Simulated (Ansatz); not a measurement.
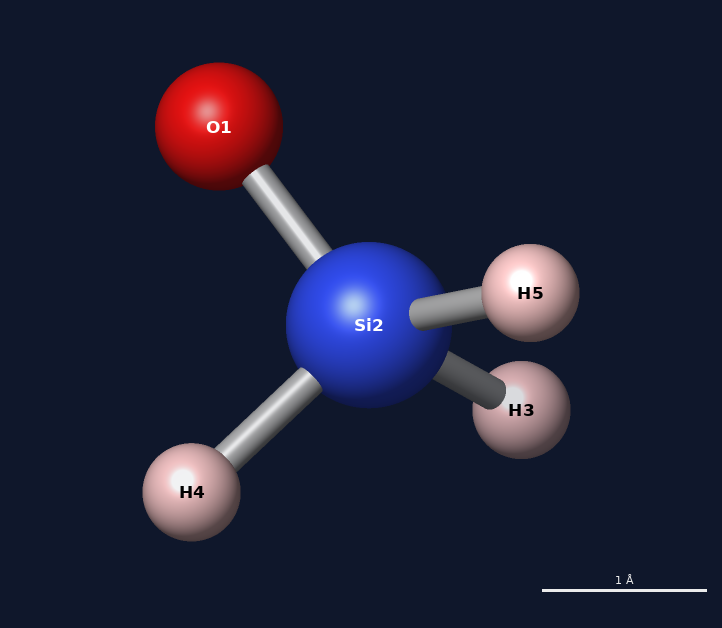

The picture comes from a calculation with Ansatz.

State: charge −1, singlet. Geometry: moved along internal coordinates away from the minimum.

> What is the geometry at Si2?

Si2 has 4 neighbours (O1 at 1.56, H3 at 1.53, H4 at 1.53, H5 at 1.53 Å); the arrangement is tetrahedral.
